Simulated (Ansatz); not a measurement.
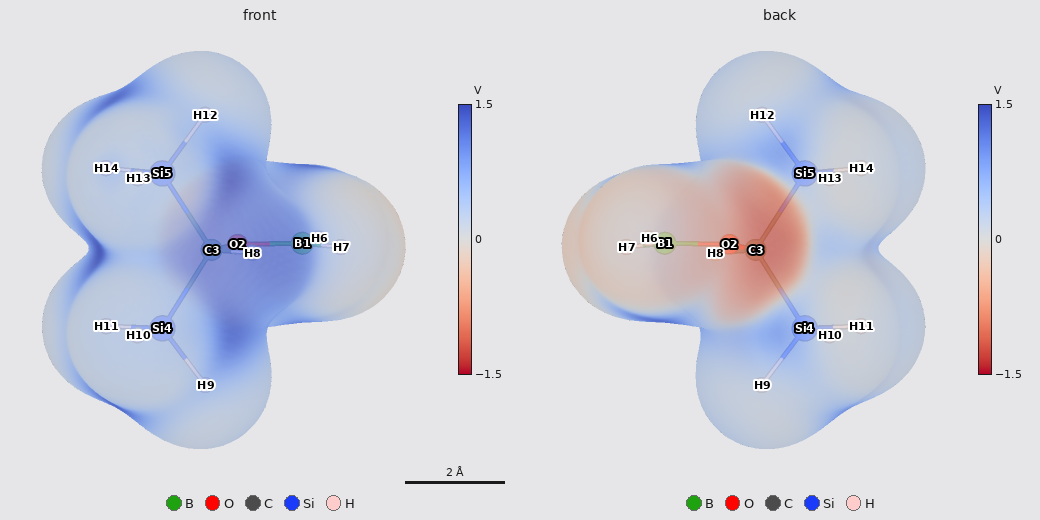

Figure. CH₉BOSi₂. The electrostatic potential painted on the density surface at 0.002 e/bohr³, seen from the front and from behind; the colour scale runs from red (negative) to blue (positive).

Geometry: PBE0-D4/def2-TZVP.

Theory: RKS PBE0-D4/def2-TZVPP (Ansatz 0.2.0).

```xyz
14

B    -2.1481    0.4197    0.9534
O    -1.2684   -0.1628    0.1242
C     0.1317    0.1569    0.1423
Si    0.6074    0.8886   -1.5370
Si    1.1033   -1.4026    0.5960
H    -3.2889    0.0771    0.8505
H    -1.7746    1.2415    1.7484
H     0.3324    0.9167    0.9120
H    -0.2216    2.0932   -1.8028
H     2.0448    1.2669   -1.4982
H     0.3857   -0.1131   -2.6098
H     0.6406   -1.9055    1.9158
H     2.5473   -1.0556    0.6689
H     0.8954   -2.4502   -0.4350
```

Describe the electrostatic potential map.

The most negative region (about −1.0 V) lies over O2, the most positive (about +1.3 V) over B1, Si4 and Si5.
